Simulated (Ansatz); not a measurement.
# Run report: Pd3H5, single-point calculation

- system: Pd3H5, multiplicity 2
- method: UKS PBE0-D4/def2-TZVP (Ansatz 0.2.0)

The geometry comes from this level: PBE-D4/def2-SVP.

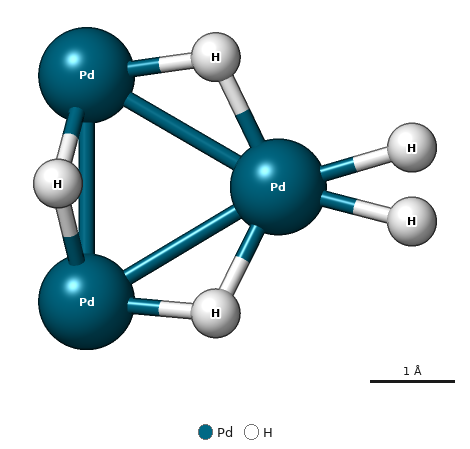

The input geometry (ball-and-stick view, seen on its broad side). Sticks mark near contacts. Bond lengths as drawn: H–Pd 1.68 to 1.74 Å and Pd–Pd 2.69 to 2.72 Å.

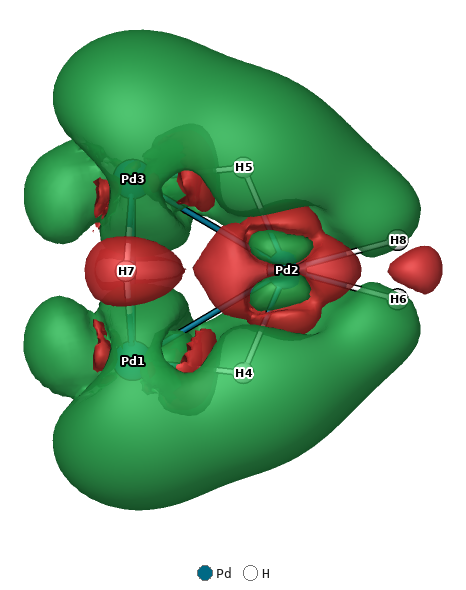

Isosurfaces of the spin density (α minus β) at +0.003 (green) and −0.003 e/Å³ (red), seen at a tilt. The unpaired spin (1 electron) lies mostly on Pd1 (about 0.4), Pd3 (about 0.4), H4 (about 0.1) and H5 (about 0.1), in electrons by Hirshfeld's partition.

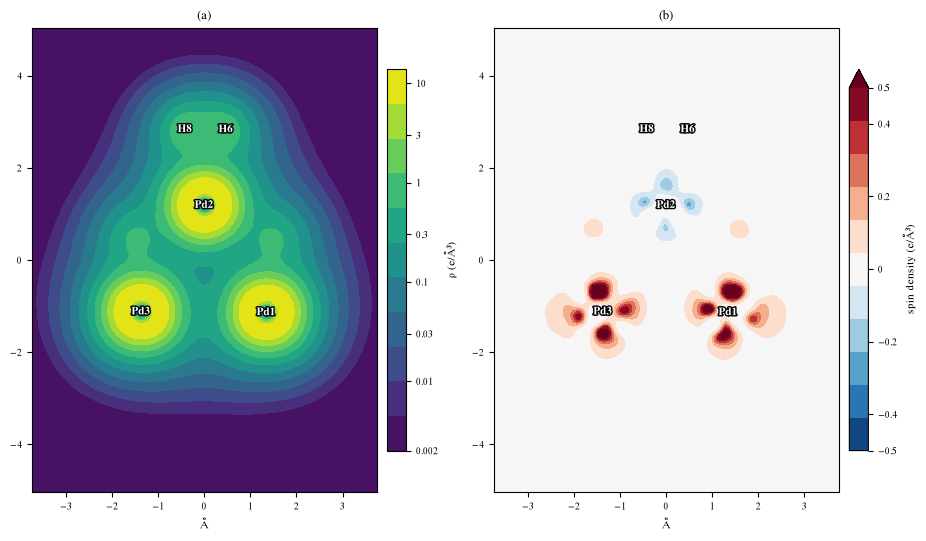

(a) electron density; (b) spin density (α minus β) on the plane of atoms Pd1, Pd3 and Pd2. Atoms in the plane: Pd and H. Pd–Pd (2.69 Å): ρ is about 0.33 e/Å³ halfway. The unpaired spin (1 electron) lies mostly on Pd1 (about 0.4), Pd3 (about 0.4), H4 (about 0.1) and H5 (about 0.1), in electrons by Hirshfeld's partition.

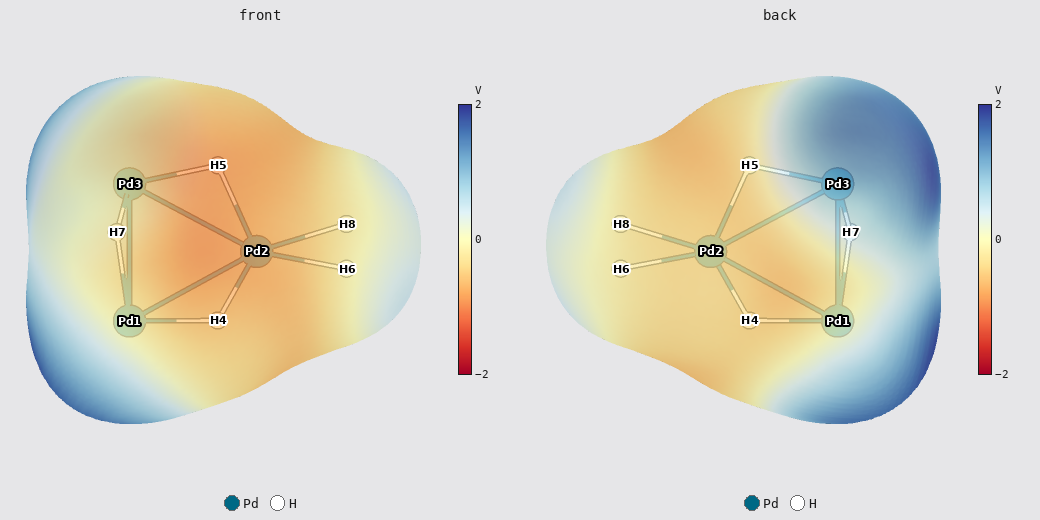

The molecular electrostatic potential painted on the density surface at 0.002 e/bohr³, seen at a tilt and from behind; red is negative and blue positive.

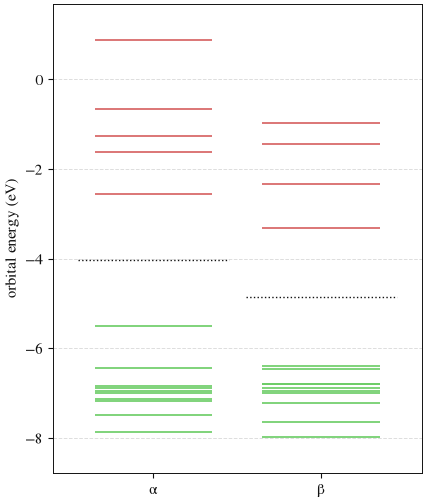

Orbital energies near the frontier for α and β spins; the dotted line parts filled from empty levels, and levels within 0.02 eV of each other stand side by side. α: highest filled −5.51 eV, lowest empty −2.57 eV, 2.94 eV apart; β: highest filled −6.40 eV, lowest empty −3.32 eV, 3.08 eV apart.

These pictures come from the run below.

Input file
```yaml
crystal:
  periodic: [false, false, false]
  atoms:
    - {symbol: Pd, position_ang: [-1.817696, -1.142865, -0.259096]}
    - {symbol: Pd, position_ang: [0.678517, -0.147814, -0.172676]}
    - {symbol: Pd, position_ang: [-1.371598, 1.491645, -0.755725]}
    - {symbol: H, position_ang: [-0.307838, -1.457905, 0.412070]}
    - {symbol: H, position_ang: [0.197343, 1.524827, -0.150234]}
    - {symbol: H, position_ang: [2.194389, -0.763165, 0.349185]}
    - {symbol: H, position_ang: [-1.913693, 0.398248, 0.393180]}
    - {symbol: H, position_ang: [2.340557, 0.097029, 0.183296]}
basis:
  gaussian: {orbitals: def2-TZVP, initial_orbitals: start.molden}
magnetization: {spin_polarized: true, initial_magnetization: 1}
hamiltonian: {xc: pbe0, dispersion: d4}
scf: {omitted_lower_state_checks: [starts]}
output: {orbitals: {seedname: orbitals}}
```

Run as:
```bash
ansatz run in.yaml --threads 2 --pin off --events-out ev --progress --plain --max-ram 4352MiB
```

What the program printed
```
Functional definition: PBE0
  name "PBE0"
  cite "Adamo & Barone, J. Chem. Phys. 110, 6158 (1999) doi:10.1063/1.478522"
  cite "Perdew, Burke & Ernzerhof, Phys. Rev. Lett. 77, 3865 (1996) doi:10.1103/PhysRevLett.77.3865"
  parent pbe
  parameter a = 0.25
  parameter kappa = 0.804
  parameter beta = 0.06672455060314922
  exchange = (1 - a)*pbe_x(kappa = kappa, mu = beta*pi^2/3) + a*exact_x
  correlation = pbe_c(beta = beta)
these checks for a lower state are left out or cut short: starts
1435 factors; their error is unknown
mean field evaluation 1: about -10521.6545 eV, gradient 1.1e1 eV
mean field evaluation 2: about -10521.7921 eV, gradient 2.0e-1 eV
mean field evaluation 4: about -10521.9519 eV, gradient 9.0e-4 eV
mean field -10521.95192560 eV, -386.6746012306 hartree, gradient 3.3e-5 eV, S^2 0.778544; 0 other end points of the search recorded, 0 dependent functions left out
reference -10521.95197328 eV, -386.6746029830 hartree; 30, 29 occupied and 120, 121 virtual orbitals, 1435 factors
Total energy: -10522.20907930 eV, -386.6840514549 hartree
Checks for a lower state left out: starts
```

Summary

```tsv
quantity	value
outcome	converged
total energy	−10522.2091 eV
mean-field energy	−10521.9520 eV
dispersion energy	−0.2571 eV
⟨S²⟩	0.779
SCF solution under orbital rotations	stable
HOMO (either spin)	−5.51 eV
LUMO (either spin)	−3.32 eV
hardware	2 threads of Arm Neoverse V2, 23 GiB of memory available, shared host
wall time	9.5 s (CPU time 18 s)
peak memory	0.53 GiB
```
